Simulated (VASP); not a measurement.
Shape and ions are relaxed at each volume.

Energy against volume of Tb (hcp). Calculation: r2SCAN+rVV10, VASP's PBE PAW potentials (set 64) (plane waves; VASP).

The 4f electrons are frozen in the core of the lanthanide potential, so 4f levels, which can set the real gap, and their magnetism are missing.

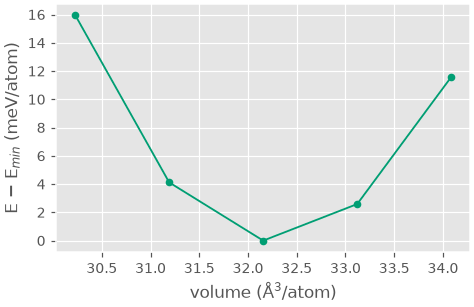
Figure. Energy against volume

### Question
Estimate the equilibrium volume and the bulk modulus.

### Answer
The minimum lies near 32.2 Å³/atom, and the curvature gives B0 of about 38 GPa.

Measured: bulk modulus 38.7 GPa (computed value off by -2.0 %), as given by Wikipedia, Terbium (infobox). The calculation is for a static lattice, while the measured bulk modulus holds thermal and zero-point effects, which are part of the difference.

The compound is Tb in the hcp structure. It was relaxed first.
